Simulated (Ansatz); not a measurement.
Bond stretch in H₃B, SMILES B. The B1–H4 bond (B1 also carries H, H; H4 carries nothing else) is varied alone, starting from the PBE0/def2-TZVP optimised geometry.

- RKS-PBE = restricted PBE/cc-pVDZ (Ansatz, a program for electronic structure)
- RKS-BLYP = Ansatz with restricted BLYP/cc-pVDZ
- RKS-PBE0 = restricted PBE0/cc-pVDZ in Ansatz
- UCCSD(T) = Ansatz with CCSD(T) on UHF/cc-pVDZ, frozen core
- UKS-BLYP = unrestricted BLYP/cc-pVDZ run with Ansatz
- UKS-PBE0 = unrestricted PBE0/cc-pVDZ run with Ansatz
- UKS-PBE = unrestricted PBE/cc-pVDZ in Ansatz
- FCI = full CI/cc-pVDZ, frozen core (Ansatz)

Cost and accuracy over the 22 points of the scan, with FCI as yardstick. Costs are rough ratios of core time within Ansatz on shared cores, each with its mean field (Kohn-Sham runs search longer for lower solutions than correlated ones do); the miss is the largest error against full CI of the curve after the mean shift, in eV.

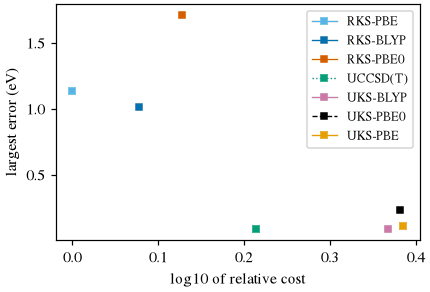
Miss against cost, one point a level.

```
level     relative cost  largest error
--------  -------------  -------------
RKS-PBE               1          1.131
RKS-BLYP              1          1.012
RKS-PBE0              1          1.710
UCCSD(T)              2          0.084
UKS-BLYP              2          0.085
UKS-PBE0              2          0.228
UKS-PBE               2          0.106
```

Costs within a factor of two of each other count as equal.

The restricted form behind RKS-PBE, RKS-BLYP, RKS-PBE0 keeps the bonding electrons paired and can't separate into open-shell fragments. The unrestricted determinant behind UCCSD(T) is spin-contaminated at 1.95 to 4.17 Å (<S²> up to 1.0, against 0.00 for a pure singlet). The unrestricted determinant behind UKS-BLYP, UKS-PBE0 is spin-contaminated at 2.39 to 4.17 Å (<S²> up to 1.0, against 0.00 for a pure singlet). The unrestricted determinant behind UKS-PBE is spin-contaminated at 2.62 to 4.17 Å (<S²> up to 1.0, against 0.00 for a pure singlet).
